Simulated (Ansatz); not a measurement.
A series of calculations on SiH₂O₂F

## 1. Relaxation

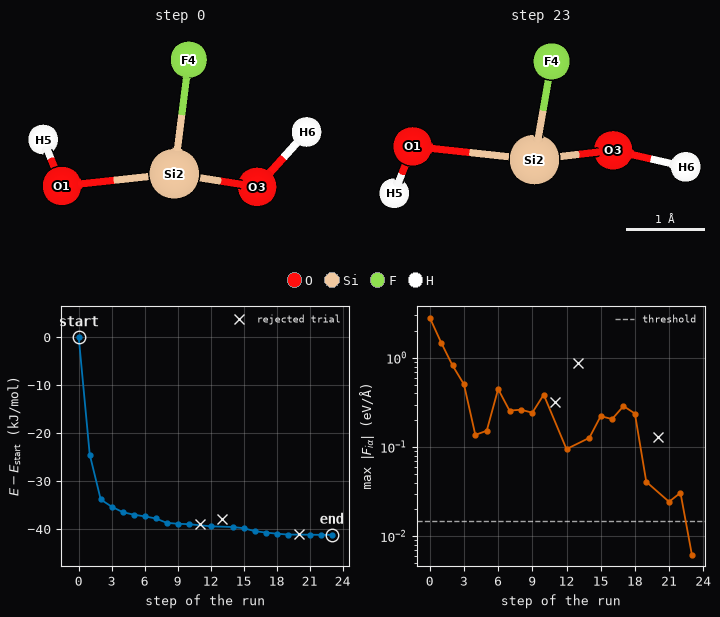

First and last geometry of a relaxation of SiH2O2F (multiplicity 2), with the history of the run. A ball-and-stick model, seen from a free direction.

The run prepares an end point of a later path (torsion) calculation, from a guessed geometry.

Computed with Ansatz 0.2.0, UKS PBE-D4/def2-SVP.

The input:
```yaml
crystal:
  periodic: [false, false, false]
  atoms:
    - { symbol: O, position_ang: [-0.5478, 1.2996, -0.504] }
    - { symbol: Si, position_ang: [0.5495, 0.1537, -0.5221] }
    - { symbol: O, position_ang: [0.7913, -0.2854, 1.0361] }
    - { symbol: F, position_ang: [-0.0464, -1.1153, -1.2081] }
    - { symbol: H, position_ang: [-1.4099, 1.102, -0.0665] }
    - { symbol: H, position_ang: [0.7053, -1.2187, 1.2185] }
magnetization:
  spin_polarized: true
  initial_magnetization: 1
basis:
  gaussian: { orbitals: def2-SVP }
hamiltonian:
  xc: pbe
  dispersion: d4
relax:
  f_tol: 0.015
  max_steps: 40
output:
  orbitals: {}
```

Launched with:
```bash
ansatz run input.yaml --threads 1 --pin off --max-ram 2048MiB --backend cpu --events-out ev --progress --plain --runs-dir out
```

What do the curves and the structures tell?

Answer. It converged. After 20 accepted moves (23 points after the start) the energy has fallen by 41.2 kJ/mol. Largest force component: 2.8 eV/Å at the start, 0.0062 eV/Å at the end. The line search rejected the trial steps at points 11, 13, 20 of the run. H5 moves most after the best rigid fit: 0.70 Å. Largest moves by element: H 0.70 Å, O 0.53 Å, F 0.40 Å, Si 0.22 Å. Some distances before and after: O1–Si2 1.587 → 1.669 Å, Si2–F4 1.561 → 1.639 Å, Si2–O3 1.637 → 1.679 Å, O3–H6 0.955 → 0.975 Å. Bond angles that change, for instance: O3–Si2–F4 104.9° → 111.0°, O1–Si2–F4 109.2° → 104.5°, Si2–O1–H5 117.7° → 114.1°. Groups turn about O1–Si2 by about 110°, Si2–O3 by about 65°.

```json
{"step": "0", "E − E(0), kJ/mol": "0.00", "largest force component, eV/Å": "2.8318", "note": ""}
{"step": "1", "E − E(0), kJ/mol": "-24.44", "largest force component, eV/Å": "1.4867", "note": ""}
{"step": "2", "E − E(0), kJ/mol": "-33.81", "largest force component, eV/Å": "0.8225", "note": ""}
{"step": "3", "E − E(0), kJ/mol": "-35.31", "largest force component, eV/Å": "0.5055", "note": ""}
{"step": "4", "E − E(0), kJ/mol": "-36.45", "largest force component, eV/Å": "0.1368", "note": ""}
{"step": "5", "E − E(0), kJ/mol": "-36.98", "largest force component, eV/Å": "0.1525", "note": ""}
{"step": "6", "E − E(0), kJ/mol": "-37.33", "largest force component, eV/Å": "0.4469", "note": ""}
{"step": "7", "E − E(0), kJ/mol": "-37.76", "largest force component, eV/Å": "0.2564", "note": ""}
{"step": "8", "E − E(0), kJ/mol": "-38.68", "largest force component, eV/Å": "0.2623", "note": ""}
{"step": "9", "E − E(0), kJ/mol": "-38.87", "largest force component, eV/Å": "0.2429", "note": ""}
{"step": "10", "E − E(0), kJ/mol": "-38.96", "largest force component, eV/Å": "0.3866", "note": ""}
{"step": "11", "E − E(0), kJ/mol": "-38.93", "largest force component, eV/Å": "0.3235", "note": "rejected"}
{"step": "12", "E − E(0), kJ/mol": "-39.40", "largest force component, eV/Å": "0.0949", "note": ""}
{"step": "13", "E − E(0), kJ/mol": "-37.88", "largest force component, eV/Å": "0.8657", "note": "rejected"}
{"step": "14", "E − E(0), kJ/mol": "-39.55", "largest force component, eV/Å": "0.1268", "note": ""}
{"step": "15", "E − E(0), kJ/mol": "-39.79", "largest force component, eV/Å": "0.2223", "note": ""}
{"step": "16", "E − E(0), kJ/mol": "-40.41", "largest force component, eV/Å": "0.2060", "note": ""}
{"step": "17", "E − E(0), kJ/mol": "-40.70", "largest force component, eV/Å": "0.2880", "note": ""}
{"step": "18", "E − E(0), kJ/mol": "-40.93", "largest force component, eV/Å": "0.2377", "note": ""}
{"step": "19", "E − E(0), kJ/mol": "-41.12", "largest force component, eV/Å": "0.0408", "note": ""}
{"step": "20", "E − E(0), kJ/mol": "-41.10", "largest force component, eV/Å": "0.1297", "note": "rejected"}
{"step": "21", "E − E(0), kJ/mol": "-41.15", "largest force component, eV/Å": "0.0243", "note": ""}
{"step": "22", "E − E(0), kJ/mol": "-41.18", "largest force component, eV/Å": "0.0307", "note": ""}
{"step": "23", "E − E(0), kJ/mol": "-41.19", "largest force component, eV/Å": "0.0062", "note": ""}
```

## 2. Relaxation

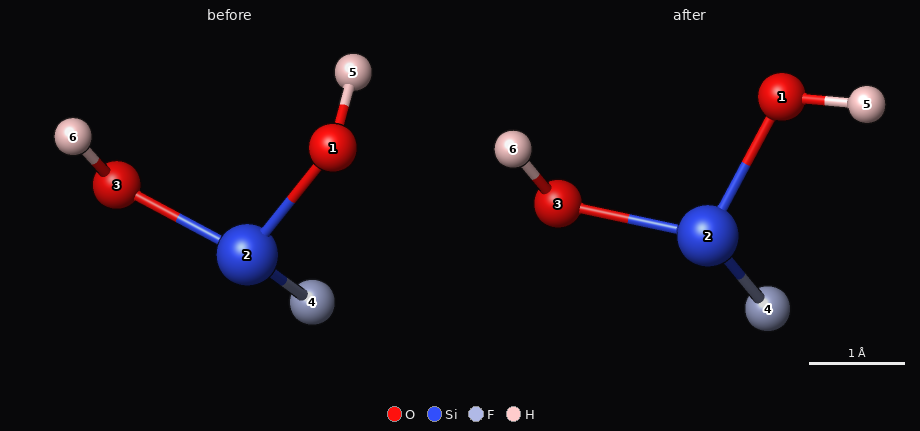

The structure of SiH2O2F (multiplicity 2) before (left) and after (right) a relaxation, at one scale.

Style: ball-and-stick. Shown at a tilt.

The run prepares an end point of a later path (torsion) calculation, from a guessed geometry.

Level of theory: Ansatz, UKS PBE-D4/def2-SVP. Set-up: collinear spin; force threshold 0.015 eV/Å; at most 40 steps.

Q: What changed between the two?

A: H5 moves most after the best rigid fit: 0.82 Å. Largest moves by element: H 0.82 Å, O 0.70 Å, Si 0.20 Å, F 0.09 Å. Near-neighbour distances that change, for instance: O1–Si2 1.587 → 1.679 Å, Si2–F4 1.561 → 1.639 Å, Si2–O3 1.637 → 1.669 Å, O3–H6 0.955 → 0.974 Å. Bond angles that change, for instance: Si2–O1–H5 117.7° → 114.6°. Groups turn about O1–Si2 by about 130°. After 27 accepted moves (33 points after the start) the energy has fallen by 9.41 kcal/mol. Largest force component: 2.6 eV/Å at the start, 0.0086 eV/Å at the end. The line search rejected the trial steps at points 3, 9, 14, 18, 23, 27 of the run. The forces were under the threshold at step 31, but the run went on from there. Cost: 2.4 min on 1 thread of Arm Neoverse N1 (shared host), peak memory 0.14 GiB.

## 3. Path

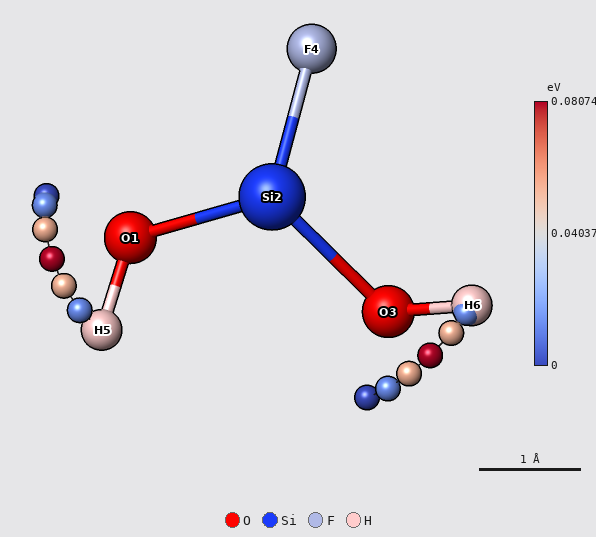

A nudged-elastic-band calculation for SiH2O2F (multiplicity 2). Images are numbered from 0 (start) to 6 (end). The start is drawn whole; smaller spheres mark the moving atoms (H) in the later images, joined by lines and coloured by the energy of the image relative to the start. A ball-and-stick model, seen at a tilt.

The calculation used UKS PBE-D4/def2-SVP (Ansatz 0.2.0). Set-up: 5 movable images; climbing image; force threshold 0.05 eV/Å; iteration limit 60; starting path by image-dependent pair potential.

**Describe the path and its energy.**

The motion is a rotation about the Si2–O3 bond by about 115°, with a turn of about 115° about O1–Si2. No bond forms or breaks between the ends. Among the angles between lasting bonds that change up to the highest image: O3–Si2–F4 111.0° → 105.6°, O1–Si2–O3 107.5° → 110.6°. The two ends have the same energy, and the highest point, image 3, lies 0.081 eV above the start. The band converged in 6 iterations. The largest component of the band force went from 0.92 to 0.0078 eV/Å. The climbing image converged on the top of the path. Its vibrational analysis gives 2 imaginary modes over 30i cm⁻¹, so it isn't confirmed as a transition state.

The run took 2.2 min on 1 thread of Arm Neoverse N1, with other jobs on the host, peak memory 0.13 GiB.
